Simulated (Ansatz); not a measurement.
## Electronic structure of ClH6N2Si (charge +1) in real space

The calculation's input:

```
crystal:
  periodic: [false, false, false]
  atoms:
    - {symbol: Cl, position_ang: [-0.833384, 0.830085, 0.159330]}
    - {symbol: N, position_ang: [0.815709, -1.368693, 1.328731]}
    - {symbol: "N", position_ang: [-0.633660, 0.430935, 3.112737]}
    - {symbol: Si, position_ang: [0.727551, 0.682565, 1.576325]}
    - {symbol: H, position_ang: [1.288067, -1.883818, 2.082607]}
    - {symbol: H, position_ang: [1.382401, -1.528676, 0.484606]}
    - {symbol: H, position_ang: [-0.088565, -1.822246, 1.142103]}
    - {symbol: H, position_ang: [-0.956689, 1.375455, 3.363370]}
    - {symbol: H, position_ang: [-0.251950, 0.028697, 3.978362]}
    - {symbol: H, position_ang: [-1.482921, -0.091015, 2.858624]}
basis:
  gaussian:
    orbitals: def2-TZVPD
total_charge: 1
hamiltonian:
  xc: pbe0
output: {forces: true, orbitals: {seedname: orbitals}}
```

Command:

```sh
ansatz run input.yaml --threads 1 --pin off --max-ram 2610MiB --events-out events.jsonl --progress --plain --runs-dir runs
```

Geometry: B3LYP-D3(BJ)/def2-SVP.

All numbers below come from isolated molecule in a Gaussian basis; Kohn-Sham density functional theory, functional PBE0 (Ansatz).

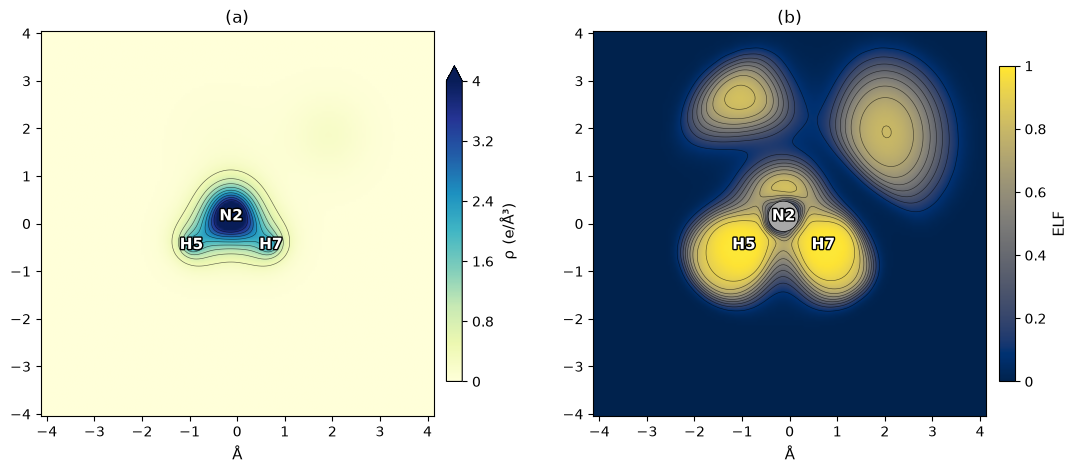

Figure 1. (a) total electron density; (b) electron localisation function on the plane of atoms H5, N2 and H7. Grey discs cover the atomic cores in the ELF map.

Question: Describe what can be read from this map.

Answer: The section cuts through N and H sites.
N–H (1.03 Å): ρ at the midpoint is about 2.9 e/Å³; the ELF climbs to about 1 towards the hydrogen, as it does in any bond to H (a covalent bond by its length).
The ELF also peaks beside Cl1, away from the bonds: lone-pair regions.

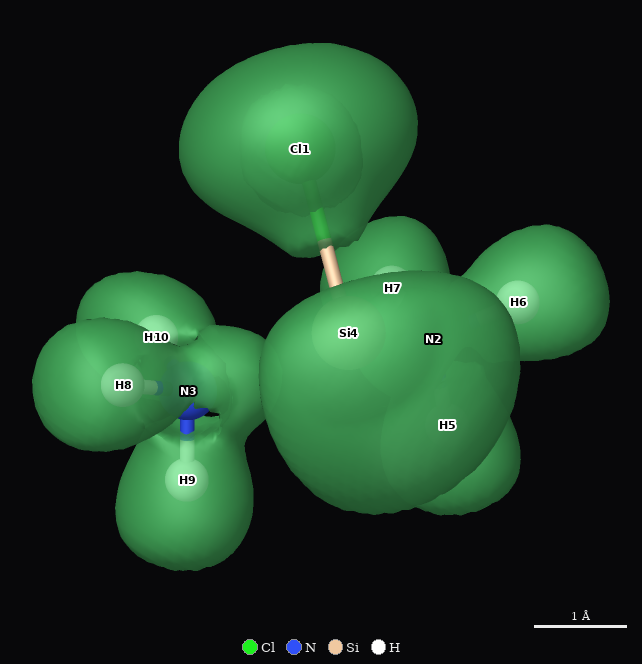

Figure 2. Isosurface of the ELF at 0.75 (green), seen at a tilt. Core shells and regions of very low density are left out.

Question: Identify the bonds, lone pairs and shells in this picture.

Answer: The ELF exceeds this value in one region on Cl in which the atom's valence shell and bonds are merged, one lobe on Si, pointing away from the bonds (lone pairs) and two joined regions spread over several atoms (H, N), in which their bonds and any lone pairs are merged. Profiles from the grid: Si–Cl (2.11 Å): the ELF peaks at about 0.85 between the atoms, as expected for a polar covalent bond.

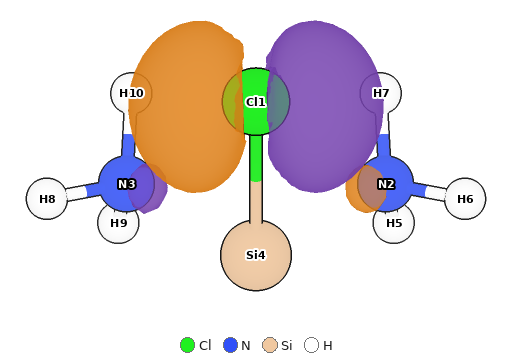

Figure 3. The HOMO−1 at ±0.2 Å⁻³ᐟ² (orange and purple are the two phases), seen from one side.

Question: What is the character of this orbital?

Answer: Its weight (Hirshfeld) is mainly on Cl1 (about 85 %); largely a lone pair of Cl1. Its energy is −13.44 eV.
